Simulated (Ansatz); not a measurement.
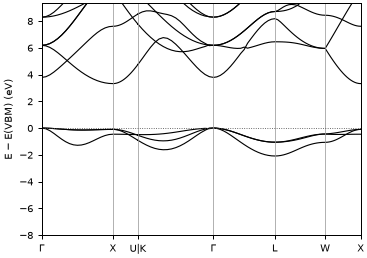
*Band structure from DFT-PBE in the program Ansatz with PAW potentials*

### Question
Read off the gap and where the band edges lie.

### Answer
About 3.3 eV (3.33 eV by a search for the band edges); maximum at Γ, minimum at X.

The material is SrO (rock salt, space group No. 225).

Space group Fm-3m (rock salt). The PBE relaxation kept the symmetry of its start; phonons on a q-mesh show no instability. Spin–orbit coupling is left out wherever it is not named.

Potentials: the later of the program's two PAW sets.
